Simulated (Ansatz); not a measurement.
A series of calculations on CH8BN

## 1. Relaxation

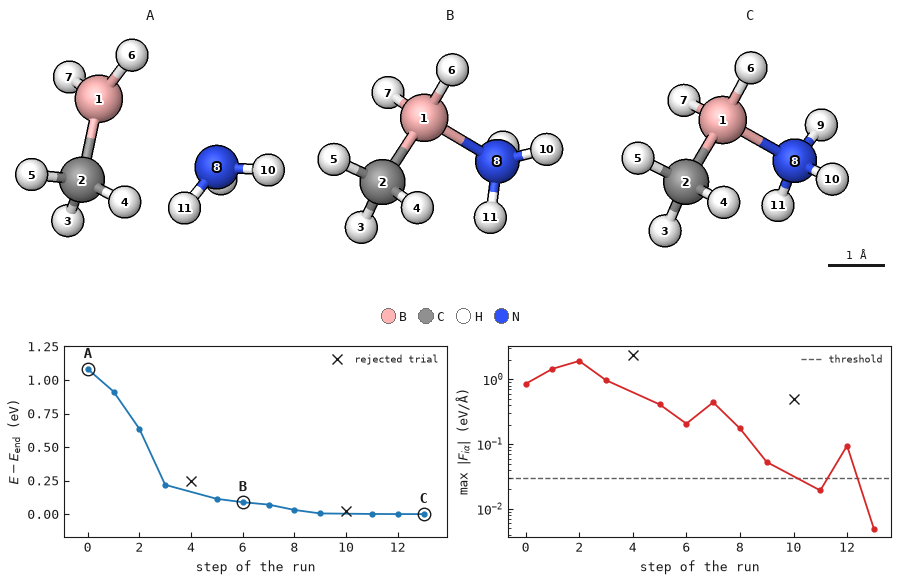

Frames of a relaxation of CH8BN, marked on the history of the run. The picture is a ball-and-stick view, seen at a tilt.

The run prepares an end point of a later path (reaction) calculation, from a guessed geometry.

All numbers below come from RKS r2SCAN/6-31G* (Ansatz 0.2.0).

Input
```yaml
crystal:
  periodic: [false, false, false]
  atoms:
    - { symbol: B, position_ang: [0.124657, 0.302356, 0.242835] }
    - { symbol: C, position_ang: [-0.031277, 0.380338, 1.821438] }
    - { symbol: H, position_ang: [-1.022703, 0.102129, 2.202027] }
    - { symbol: H, position_ang: [0.749823, -0.151571, 2.380019] }
    - { symbol: H, position_ang: [0.095173, 1.445998, 2.088453] }
    - { symbol: H, position_ang: [1.218629, 0.257677, -0.2509] }
    - { symbol: H, position_ang: [-0.825463, 0.486767, -0.468039] }
    - { symbol: "N", position_ang: [-0.268014, -2.370861, 0.650286] }
    - { symbol: H, position_ang: [-1.118857, -2.881344, 0.427166] }
    - { symbol: H, position_ang: [0.486259, -3.043377, 0.770079] }
    - { symbol: H, position_ang: [-0.411428, -1.893512, 1.558836] }
basis:
  gaussian: { orbitals: "6-31G*" }
hamiltonian:
  xc: r2scan
relax:
  f_tol: 0.03
  max_steps: 50
output:
  orbitals: {}
```

Command:
```bash
ansatz run input.yaml --threads 1 --pin off --max-ram 2048MiB --backend cpu --events-out ev --progress --plain --runs-dir out
```

### What happens along the run?

Over 11 accepted moves (13 points after the start) the energy falls by 1.082 eV. The largest force component goes from 0.85 to 0.005 eV/Å. The line search rejected the trial steps at points 4, 10 of the run. The forces were under the threshold at step 11, but the run went on from there. H9 moves most after the best rigid fit: 1.10 Å. By element the largest moves are H 1.10 Å, B 0.65 Å, N 0.44 Å, C 0.14 Å. Near-neighbour distances that change, for instance: B1–N8 2.732 → 1.669 Å, B1–C2 1.588 → 1.611 Å, B1–H6 1.201 → 1.219 Å, N8–H11 1.036 → 1.021 Å. New bonds form, among them: B1–N8 (2.73 → 1.67 Å). Among the angles between lasting bonds that change: H6–B1–H7 118.9° → 112.6°, C2–B1–H6 120.0° → 114.8°, B1–C2–H5 106.0° → 109.7°. From step 0 to 6: H9 moves most (0.69 Å), energy −0.993 eV. From step 6 to 13: H11 moves most (0.64 Å), energy −0.089 eV.

```csv
step,"E − E(0), eV","largest force component, eV/Å",note
0,0.0000,0.8540,
1,-0.1677,1.4547,
2,-0.4460,1.9233,
3,-0.8637,0.9699,
4,-0.8339,2.4195,rejected
5,-0.9683,0.4109,
6,-0.9932,0.2071,
7,-1.0111,0.4422,
8,-1.0509,0.1748,
9,-1.0769,0.0530,
10,-1.0591,0.5014,rejected
11,-1.0809,0.0193,
12,-1.0816,0.0947,
13,-1.0820,0.0050,
```

## 2. Relaxation

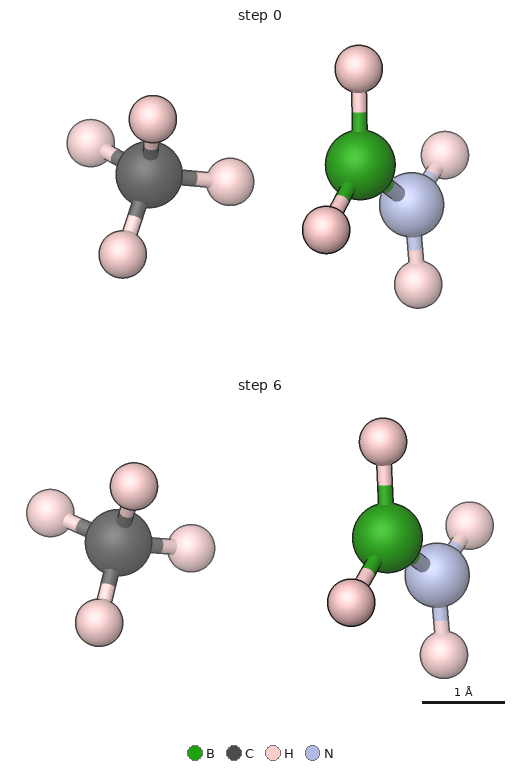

The structure of CH8BN before (top) and after (bottom) a relaxation, at one scale.

The picture is a ball-and-stick view, seen from a free direction.

The run prepares an end point of a later path (reaction) calculation, from a guessed geometry.

Method: Ansatz, RKS r2SCAN/6-31G*.

The input:
```yaml
crystal:
  periodic: [false, false, false]
  atoms:
    - { symbol: B, position_ang: [0.096467, -0.573693, -0.248916] }
    - { symbol: C, position_ang: [-0.152005, 0.065385, 2.477323] }
    - { symbol: H, position_ang: [-0.806438, 0.145581, 3.352104] }
    - { symbol: H, position_ang: [0.889865, 0.008218, 2.806512] }
    - { symbol: H, position_ang: [-0.281449, 0.954628, 1.853972] }
    - { symbol: H, position_ang: [1.221384, -0.193955, -0.100901] }
    - { symbol: H, position_ang: [-0.802223, 0.134782, -0.603411] }
    - { symbol: "N", position_ang: [-0.187822, -1.999473, -0.046689] }
    - { symbol: H, position_ang: [-1.103274, -2.402441, -0.188389] }
    - { symbol: H, position_ang: [0.520752, -2.666713, 0.224371] }
    - { symbol: H, position_ang: [-0.398458, -0.837718, 1.896224] }
basis:
  gaussian: { orbitals: "6-31G*" }
hamiltonian:
  xc: r2scan
relax:
  f_tol: 0.03
  max_steps: 50
```

Run as
```bash
ansatz run input.yaml --threads 1 --pin off --max-ram 2048MiB --backend cpu --events-out ev --progress --plain --runs-dir out
```

**Summarise the run.**

After 6 geometry steps the energy has fallen by 0.291 eV. The largest force component goes from 2.5 to 0.016 eV/Å. The largest move after the best rigid fit is that of H11, 0.55 Å. By element the largest moves are H 0.55 Å, C 0.39 Å, B 0.34 Å, N 0.33 Å. Some distances before and after: B1–N8 1.468 → 1.394 Å, C2–H11 1.102 → 1.093 Å.

Limits of the set-up: the start holds two separate molecules, 2.2 Å apart at their closest, whose relative position is a soft coordinate and is computed without a dispersion correction.

## 3. Path

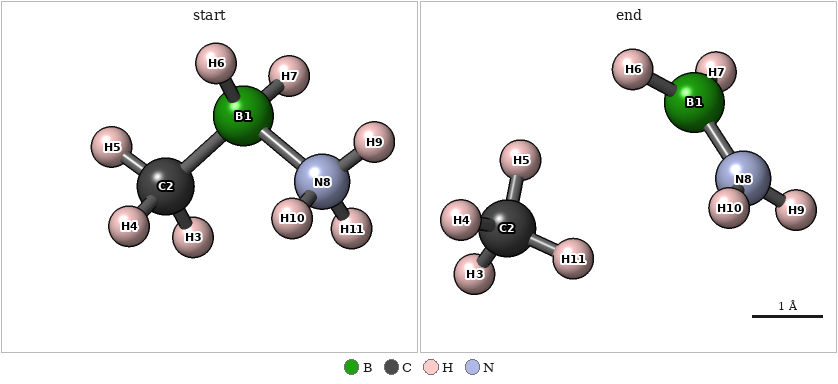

The two relaxed end points of a path for CH$_{8}$BN. Style: ball-and-stick. Shown at a tilt.

Theory: RKS r2SCAN/6-31G* (Ansatz 0.2.0).

Settings: 7 movable images; climbing image; force threshold 0.05 eV/Å; iteration limit 60.

Start:
```xyz
11

B    -0.0848   -0.3020    0.4193
C     0.0810    0.3576    1.8797
H    -0.7919    0.2088    2.5378
H     0.9670    0.0009    2.4318
H     0.2037    1.4449    1.7826
H     0.9046   -0.2310   -0.2897
H    -1.1070    0.0073   -0.1691
N    -0.2645   -1.9429    0.6641
H    -0.3749   -2.4401   -0.2196
H     0.5486   -2.3309    1.1449
H    -1.0848   -2.1377    1.2403
```

End:
```xyz
11

B     0.1211   -0.8962   -0.5287
C    -0.2333    0.3991    2.7294
H    -0.7978    0.6849    3.6216
H     0.8374    0.4202    2.9506
H    -0.4494    1.1008    1.9191
H     1.2177   -0.4227   -0.4118
H    -0.8173   -0.2582   -0.9210
N    -0.0700   -2.2381   -0.2052
H    -0.9628   -2.7071   -0.2798
H     0.6710   -2.8391    0.1303
H    -0.5198   -0.6089    2.4177
```

### What barrier does the band find between them, and by what path?

The highest point, image 4, lies 174.2 kJ/mol above the start and 212.1 kJ/mol above the end; the end is at −37.9 kJ/mol relative to the start. Breaking: B1–C2 (1.61 → 1.84 at the top → 3.52 Å), N8–H11 (1.02 → 1.35 at the top → 3.12 Å). Forming: C2–H11 (2.83 → 1.37 at the top → 1.09 Å). The band is converged.

Energies of the converged images:

| image | path (Å) | E (kJ/mol) |
| --- | --- | --- |
| 0 | 0.00 | 0.0 |
| 1 | 0.62 | 3.2 |
| 2 | 1.24 | 8.8 |
| 3 | 1.87 | 59.9 |
| 4 | 2.49 | 174.2 |
| 5 | 3.26 | 27.6 |
| 6 | 4.03 | -27.0 |
| 7 | 4.80 | -37.3 |
| 8 | 5.57 | -37.9 |

The geometry at the top of the path:

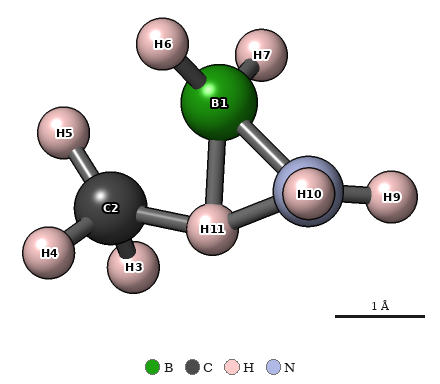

Cost: 2.3 min on 1 thread of Intel(R) Xeon(R) 6975P-C (Granite Rapids), on a shared host, peak memory 0.14 GiB.
